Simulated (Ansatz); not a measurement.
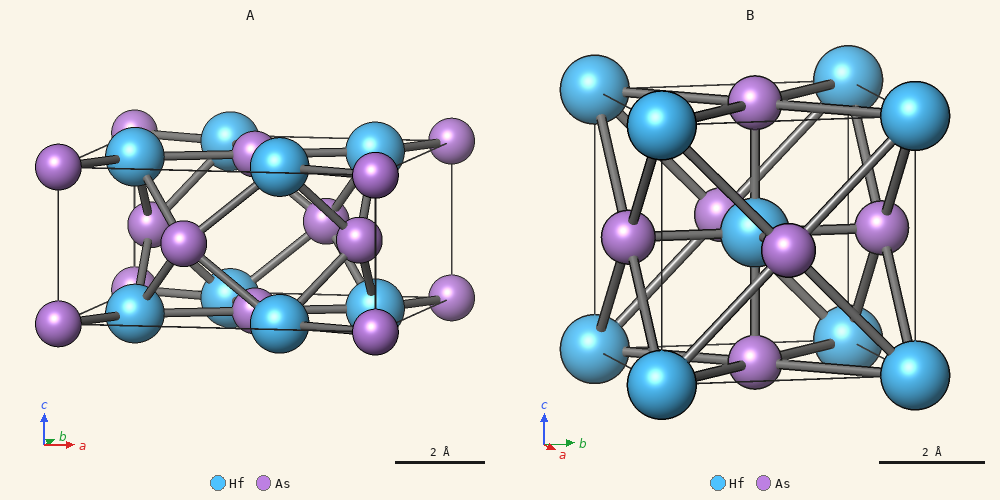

Two structures of Hf2As3, each relaxed to rest (conventional cells in solid outline, small ones repeated, not to one scale). Method: DFT PBE, scalar-relativistic, plane waves, PAW in Ansatz 0.2.0, without spin polarisation.

**Describe A and B.**

A: 10 atoms a cell on a primitive tetragonal lattice, P4/mbm. B: 5 atoms a cell on a primitive cubic lattice, Pm-3m.

**A or B: which is lower in energy?**

A is lower, by 1133 meV/atom at this level of theory (energies at zero smearing). Volumes: A 19.4, B 25.5 Å³/atom.

One or both may be structure types tried for this composition rather than known phases.
